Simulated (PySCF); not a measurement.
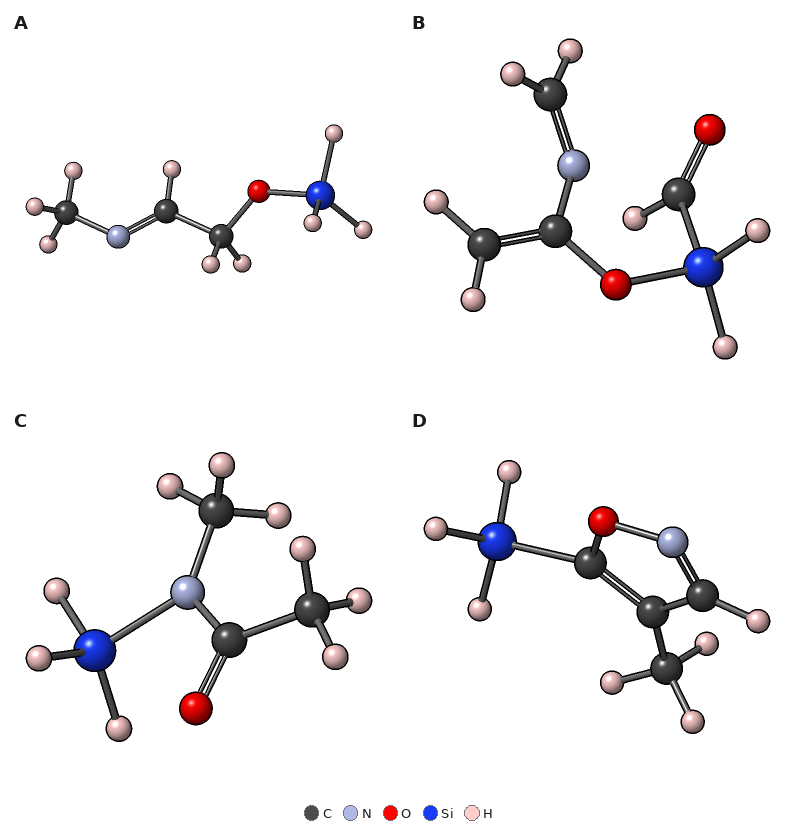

The picture comes from a calculation with PySCF.

Which panel belongs to which SMILES?
(1) Cc1cnoc1[SiH3]
(2) C/N=C/CO[SiH3]
(3) C=NC(=C)O[SiH2]C=O
(4) CC(=O)N(C)[SiH3]

Answer. A is (2), B is (3), C is (4), D is (1).
